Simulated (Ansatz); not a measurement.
## HfO2: response to strain

The reference is HfO2 in the fluorite structure (space group Fm-3m, No. 225; a = 5.001 Å). Axes: x, y, z lie along the cube axes.

Strains are applied to the cell and any free atomic positions relax; under biaxial strain the out-of-plane vector relaxes too.

All numbers come from LDA in Ansatz (plane waves to 420 eV, PAW, no spin-orbit coupling).

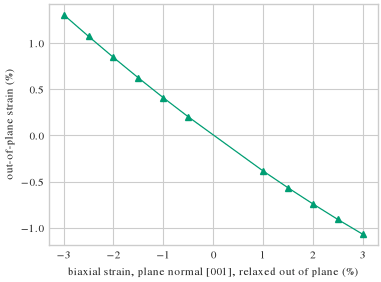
Out-of-plane strain against biaxial strain, plane normal [001], relaxed out of plane

| biaxial strain, plane normal [001], relaxed out of plane (%) | out-of-plane strain |
|---|---|
| -3 | +1.31 % |
| -2.5 | +1.07 % |
| -2 | +0.84 % |
| -1.5 | +0.62 % |
| -1 | +0.41 % |
| -0.5 | +0.20 % |
| 1 | -0.38 % |
| 1.5 | -0.57 % |
| 2 | -0.74 % |
| 2.5 | -0.91 % |
| 3 | -1.07 % |

Whether these cells are dynamically stable was not tested. This is not the structure that HfO2 has at room temperature and ambient pressure.

Ansatz is a program for electronic structure.
